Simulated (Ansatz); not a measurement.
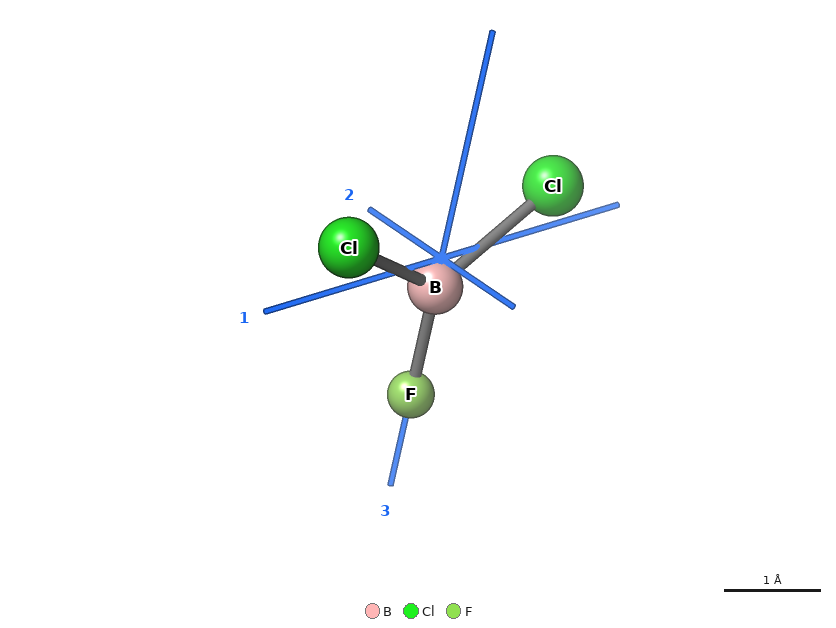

The three principal axes of inertia are drawn and numbered. Depth is shown by fading: the farther an atom, the more it takes the colour of the background. The geometry was computed by an optimisation with PBE0-D4/def2-TZVP. Masses are those of the most abundant isotopes; constants are for the rigid equilibrium geometry.

Which line is the a axis (least moment of inertia), which b and which c?

a is line 1, b is line 3, c is line 2; the moments are 71.2, 161, 232 u Å².

Classify the rotor and give the rotational constants (MHz).

An asymmetric top (C2v): A = 7100, B = 3140, C = 2177 MHz. Ray's parameter κ is −0.61, nearer the prolate limit.
